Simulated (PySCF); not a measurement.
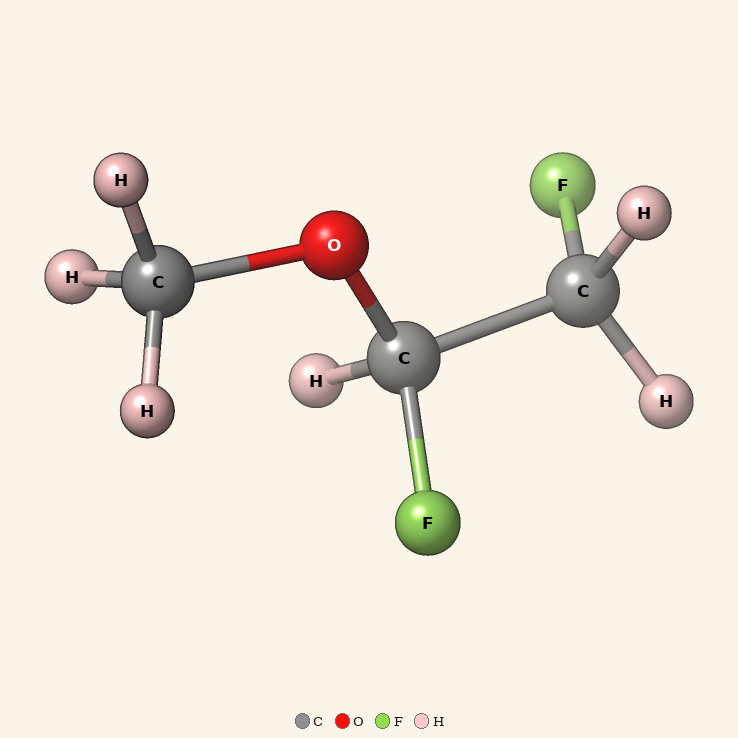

Atoms fade into the background with distance from the viewer. The geometry was computed by an optimisation with GFN2-xTB. No frequency run is at hand to confirm it as a minimum.

> List the symmetry elements and name the point group.

It has no symmetry element but the identity, so the point group is C1. The group has 1 operation. The geometry is chiral, and symmetry allows a dipole moment.
